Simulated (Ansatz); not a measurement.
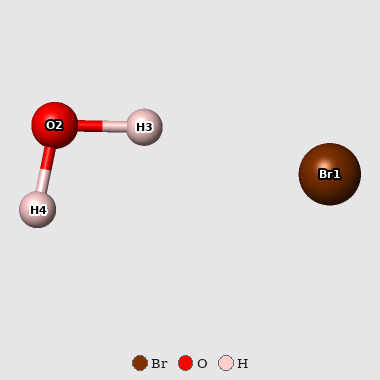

The system is the pair Br···H₂O, charge −1; the picture shows the reference structure. The turn is about an axis along (0.97, −0.24, −0.00) in the frame of the relaxed pair, normal to the line between the partners. The first coordinate is: distance H3···Br1; the second: turn of Br1 about H3. The scan uses a 15 × 15 grid. At 10 points there is no value (left out of the scan, as a rule where atoms come close). Energies: kJ/mol, counted from the lowest grid point. The calculation used Ansatz, RKS SPW92 (LDA)/def2-TZVPD.

Its coordinates:

```xyz
4

Br    0.0483    0.2041   -2.1285
O     0.0492    0.1953    1.0339
H     0.0860    0.3492    0.0337
H    -0.1834   -0.7486    1.0608
```

Range: distance H3···Br1 from 1.821 to 4.421 Å; turn of Br1 about H3 from −120.0 to 120.0°.

Q: Predict the map.

A: The lowest grid point is at distance H3···Br1 = 2.121 Å, turn of Br1 about H3 = 0.0°. A higher local minimum lies near distance H3···Br1 = 3.221 Å, turn of Br1 about H3 = −85.7° (7 kJ/mol above the lowest at that grid point). The highest grid point, distance H3···Br1 = 2.271 Å, turn of Br1 about H3 = −102.9°, lies 815 kJ/mol above the lowest. On the interpolated surface the easiest way out of the lowest well to the well at about distance H3···Br1 = 3.36 Å, turn of Br1 about H3 = −95° passes a barrier of about 11 kJ/mol. Round the minimum the valley is somewhat tilted: raising distance H3···Br1 shifts the best value of turn of Br1 about H3 downwards (coupling k₁₂/√(k₁₁k₂₂) about 0.3).

```tsv
turn of Br1 about H3 ↓, distance H3···Br1 →	1.821	1.885	1.991	2.121	2.271	2.436	2.615	2.806	3.008	3.221	3.444	3.676	3.916	4.164	4.421
120.0	545	476	381	292	220	168	134	114	103	98	96	95	95	94	94
102.9	293	253	201	156	122	101	88	83	81	81	83	84	85	86	86
85.7	162	139	110	87	72	64	62	63	65	68	71	74	76	77	78
68.6	92	78	61	49	43	41	44	48	52	57	61	65	68	70	72
51.4	53	43	32	25	23	26	30	36	42	48	53	57	61	64	66
34.3	31	23	14	10	11	15	21	28	34	41	47	51	56	59	62
17.1	21	13	6	2	4	8	15	22	29	36	42	47	52	55	58
0.0	20	12	4	0	1	5	11	19	26	33	39	44	49	53	56
−17.1	31	21	10	3	2	5	10	17	24	30	37	42	47	51	54
−34.3	57	42	25	13	7	7	10	15	22	28	34	40	44	49	52
−51.4	115	90	60	36	20	12	10	13	18	24	30	36	41	46	50
−68.6	261	215	152	97	56	30	16	11	11	16	22	29	35	40	45
−85.7	727	618	463	316	195	108	53	22	9	7	11	18	25	33	40
−102.9	–	–	–	–	815	464	241	112	45	15	7	10	18	26	34
−120.0	–	–	–	–	–	–	747	359	163	69	31	20	22	29	37
```

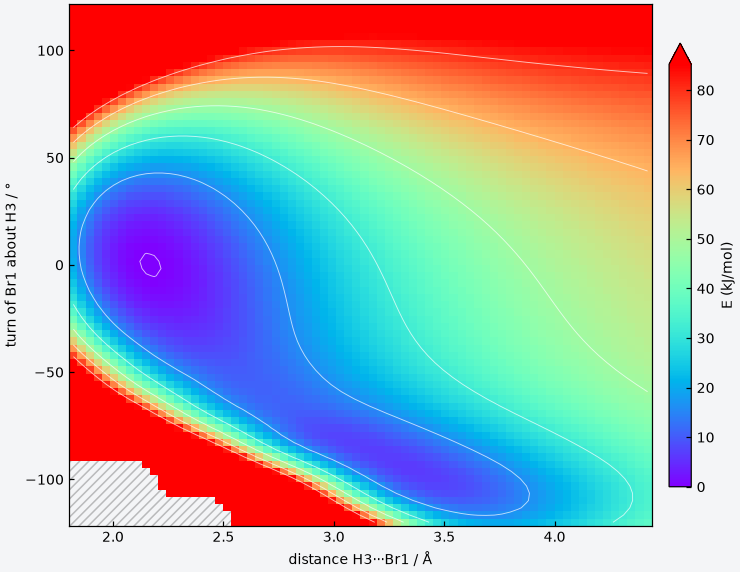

The picture shows a smooth colour map with a few white contour lines, one colour for all values above the top of the scale, hatched blanks where no value was computed. Between grid points the surface is interpolated.

Each point was launched as `ansatz run input.yaml --threads 1 --pin off --max-ram 2560MiB --backend cpu --events-out ev --progress --plain --runs-dir out`. Time for the 215 points that were run: 4.5 min on 1 thread of Arm Neoverse V2, on a shared host.
